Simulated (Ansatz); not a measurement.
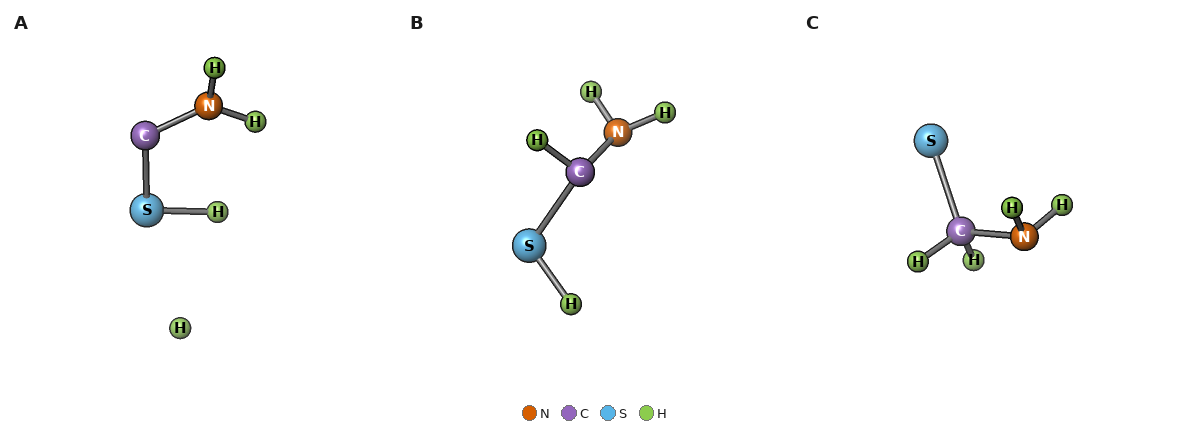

3 stationary structures of one formula. State: charge −1, singlet. Geometries: PBE-D4/def2-SVPD. Electronic energies: PBE-D4/def2-SVPD (Ansatz 0.2.0), without zero-point energy. No frequency run is at hand to confirm each as a minimum. Each is one conformer, not always the lowest.

Rank them by energy, lowest first.

C is lowest (Cs); B lies 216.5 kJ/mol above it (C1), A lies 408.2 kJ/mol above it (C1).
